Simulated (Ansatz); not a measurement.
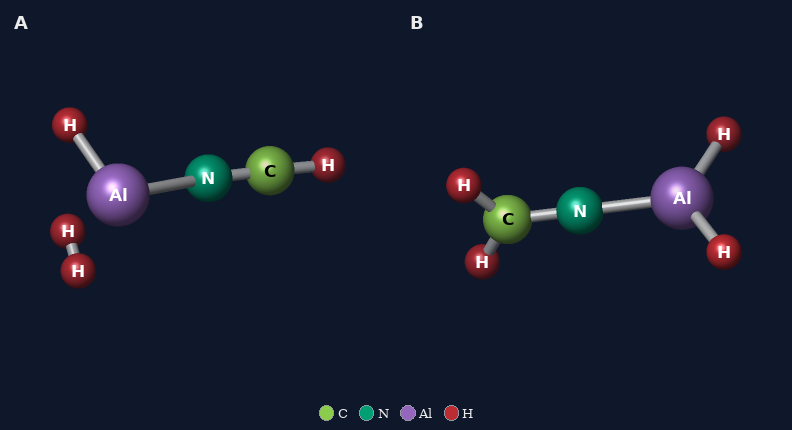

2 stationary structures of one formula. Geometries: PBE0-D4/def2-TZVP. Electronic energies: B3LYP-D4/def2-TZVPP (Ansatz 0.2.0), without zero-point energy. No frequency run is at hand to confirm each as a minimum. Each is one conformer, not always the lowest.

Which structure is the most stable?

Answer. B is lowest (C2v); A lies 235.0 kJ/mol above it (C1).

Give E(B) − E(A) in kJ/mol at these levels too: PBE0-D4/def2-TZVP; PBE-D4/def2-TZVPP; B3LYP-D4/def2-TZVPP; PBE0-D4/def2-TZVPP; r2SCAN-D4/def2-TZVPP; RHF-CCSD(T) (frozen core)/def2-TZVPP; ωB97M-V/def2-TZVPP.

```tsv
level	E(B) − E(A) (kJ/mol)
PBE0-D4/def2-TZVP	−242.4
PBE-D4/def2-TZVPP	−219.1
B3LYP-D4/def2-TZVPP	−235.0
PBE0-D4/def2-TZVPP	−242.3
r2SCAN-D4/def2-TZVPP	−244.4
RHF-CCSD(T) (frozen core)/def2-TZVPP	−231.4
ωB97M-V/def2-TZVPP	−237.9
```
